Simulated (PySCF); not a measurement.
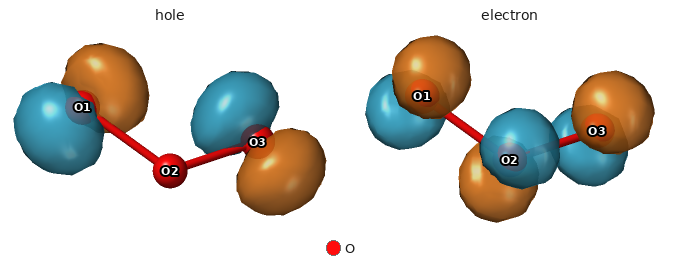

O3, SMILES `O=[O+][O-]`. Leading natural transition orbital pair of S₂ (full linear response singlet states); the surfaces enclose about 70 % of each orbital's density.

Method: PBE/cc-pVTZ; geometry: GFN2-xTB; program: PySCF. This is a single-reference result, which may miss multireference character in this system. No frequency check shows the geometry to be a minimum. Without diffuse functions Rydberg states are missing, so the states' numbers hold for this basis only.

Where does the state lie, and where do hole and electron sit?

2.63 eV (471 nm), f = 0.000 (dark); the leading pair carries 100 %; hole on O1 and O3 (47 % each) and O2 (7 %), electron on O1, O2 and O3 (33 % each); their centroids lie 0.1 Å apart. In canonical orbitals it is mainly HOMO−1 → LUMO (100 %). The HOMO–LUMO gap is 1.85 eV.

The PySCF run took 24 s on 1 thread of Arm Neoverse V1 (shared host), peak memory 0.32 GiB.
